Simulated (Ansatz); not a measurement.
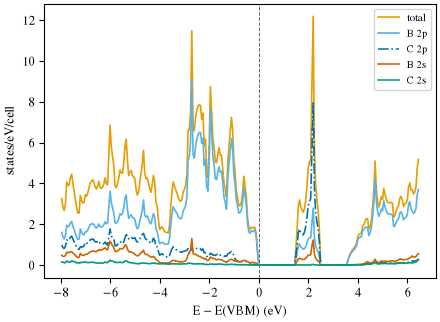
Figure. Total and projected density of states of B4C in space group R-3m (No. 166; B on 18h, B on 18h, C on 6c, C on 3b), plane-wave PAW PBEsol (Ansatz code)

**Question.** Which orbitals carry the states next to the gap?

**Answer.** Top 1 eV of the valence band: B 2p 88 %, B 2s 6 %. Bottom 1 eV of the conduction band: C 2p 62 %, B 2p 26 %, B 2s 10 %. Projections are on Löwdin-orthogonalised atomic valence shells; empty p or d shells of many metals are not among them.

**Question.** Where is the tallest occupied peak in this window, and what makes it?

**Answer.** Near -2.7 eV, about 11 states/eV per cell; the largest projected share is B 2p.

The workflow started from a Materials Project entry (that database holds measured and hypothetical structures alike); the Crystallography Open Database copy checked does not list it. Whether it is the stable phase at ambient conditions was not checked. Symmetry was held in the PBEsol relaxation; its stability against distortions is not shown here.

Potentials: the earlier of the program's two PAW sets. The files were generated under PBE; for other functionals the program regenerates the frozen cores, and for LDA and PBEsol the local potential too.
